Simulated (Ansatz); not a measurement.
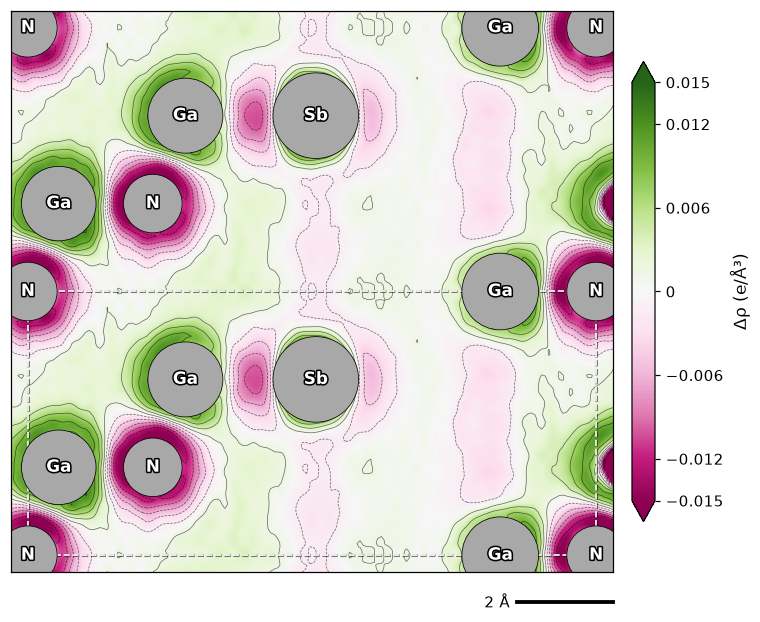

Ga$_{3}$SbN$_{2}$. Difference of the valence pseudo-densities of two functionals at the same geometry, on the (110) plane of the calculation cell: PBE less r2SCAN.

Space group P3m1; started from the ordered alloy on zincblende lattice prototype, which need not be the ambient phase.

Both computed with Ansatz (plane waves, PAW), on the same k-point mesh. Grey discs cover the atomic cores.

> Where does the change of functional move the electrons?

Against r2SCAN, PBE gives less density around N (−0.013 e/Å³ on average at 0.8 Å from the nucleus), more density around Ga (+0.007 e/Å³ on average at 1.0 Å from the nucleus) and a change of −0.010 e/Å³ at the midpoint of Ga–Sb.
